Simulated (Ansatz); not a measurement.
# C2H4FNO: small, medium and large basis sets

Aim: see how fast density functionals converge with the basis set for C2H4FNO.

The runs use Ansatz 0.2.0, Gaussian basis; one geometry, several basis sets.

The runs, in order: PBE0-D4/def2-SVP; ωB97M-V/def2-SVP; PBE0-D4/def2-QZVPP; ωB97M-V/def2-QZVPP; the functionals' def2-TZVPP values are taken from earlier runs.

## Step 1: Structure used throughout

The geometry comes from an earlier relaxation with PBE0-D4 in a triple-zeta def2 set; it is a stationary point, not always the lowest conformer.

SMILES `OC/N=C\F`, 9 atoms, charge 0, spin multiplicity 1.

Atoms are counted from 1 here; the program's logs count them from 0.

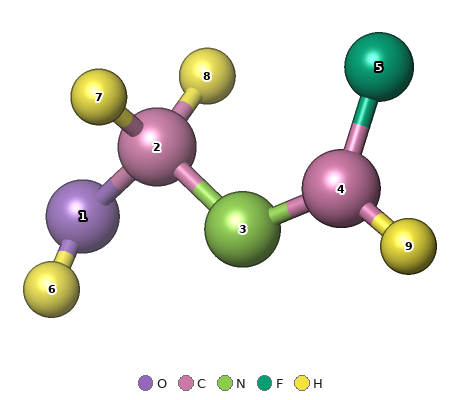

The structure; oxygen purple, carbon pink, nitrogen green, fluorine teal, hydrogen yellow; atoms are numbered from 1 in the order of the file.

Coordinates:

```xyz
9

O    -0.19206    0.38919    1.94216
C    -0.51272    0.05199    0.62809
N     0.61426    0.28087   -0.24359
C     0.72215   -0.30463   -1.32964
F    -0.16684   -1.19538   -1.80523
H     0.25051    1.24314    1.92252
H    -1.35298    0.65180    0.24834
H    -0.82037   -0.99680    0.64267
H     1.54664   -0.16659   -2.02263
```

## Step 2: PBE0-D4 in def2-SVP

The input, in.yaml:

```yaml
crystal:
  periodic: [false, false, false]
  atoms:
    - {symbol: O, position_ang: [-0.192058, 0.389194, 1.942157]}
    - {symbol: C, position_ang: [-0.512719, 0.051988, 0.628095]}
    - {symbol: N, position_ang: [0.614264, 0.280867, -0.243586]}
    - {symbol: C, position_ang: [0.722145, -0.304633, -1.329637]}
    - {symbol: F, position_ang: [-0.166843, -1.195375, -1.805234]}
    - {symbol: H, position_ang: [0.250513, 1.243145, 1.922517]}
    - {symbol: H, position_ang: [-1.352975, 0.651797, 0.248343]}
    - {symbol: H, position_ang: [-0.820369, -0.996796, 0.642672]}
    - {symbol: H, position_ang: [1.546641, -0.166588, -2.022629]}
basis:
  gaussian: {orbitals: def2-SVP}
hamiltonian: {xc: pbe0, dispersion: d4}
output: {orbitals: {seedname: orbitals}}
```

Started as:

```console
$ ansatz run in.yaml --threads 2 --pin off --events-out ev --progress --plain --max-ram 4352MiB
```

Further steps of the session: ωB97M-V in def2-SVP; PBE0-D4 in def2-QZVPP; ωB97M-V in def2-QZVPP.

Q: Predict the results of all the runs planned. Wanted: PBE0-D4: double and triple zeta above quadruple; ωB97M-V: double and triple zeta above quadruple.

As calculated:

| quantity | value |
| --- | --- |
| PBE0-D4: double and triple zeta above quadruple | 10.41, 0.46 eV |
| ωB97M-V: double and triple zeta above quadruple | 10.69, 0.44 eV |

In words: PBE0-D4 gains 9.95 eV from double to triple zeta, then 0.46 eV more. These are total energies; as a rule much of such shifts cancels in differences, which this series doesn't test. The LUMO of ωB97M-V is positive and keeps falling with the basis (2.28 to 1.76 eV): an unbound level that the basis holds in place.
